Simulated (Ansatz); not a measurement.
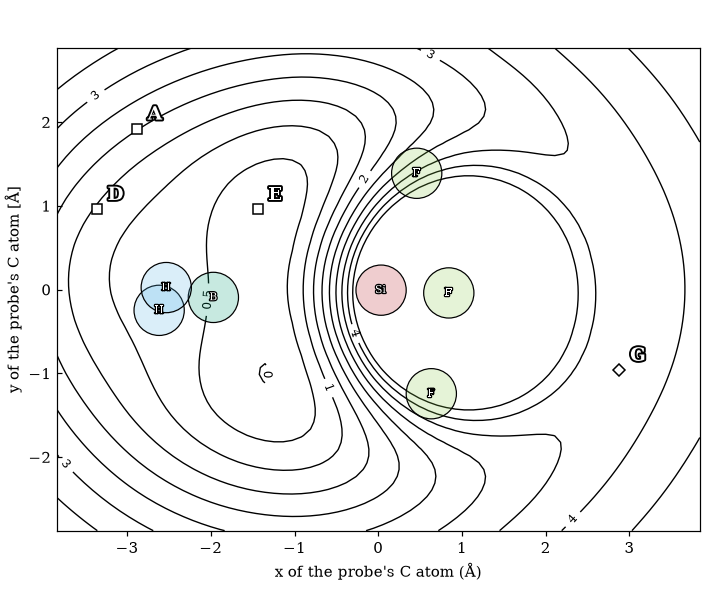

BF₃H₂Si (SMILES B[Si](F)(F)F) with the probe CO. The probe is moved over a plane parallel to the molecule's main plane, 4.13 Å above it. Coordinates scanned: (1) x of the probe's C atom; (2) y of the probe's C atom. Nothing is relaxed (molecule and probe rigid, the probe upright with C nearest the plane). Grid: 17 × 13 points. Points are written as (first, second). All energies are given in kJ/mol relative to the lowest grid point. Theory: RKS PBE-D4/def2-SVPD (Ansatz 0.2.0).

In the figure: contour lines labelled in kJ/mol (none above 4.5), labelled circles for the molecule's atoms, projected on the plane, lettered points. Between grid points the surface is interpolated.

### Is A the lowest point of the computed grid?

No. A lies 2.02 kJ/mol above the lowest grid point, which is at (−1.44 Å, −0.96 Å).

### Rank the lettered points by energy, lowest first.

E (0.18 kJ/mol), D (1.45 kJ/mol), A (2.02 kJ/mol), G (3.67 kJ/mol).
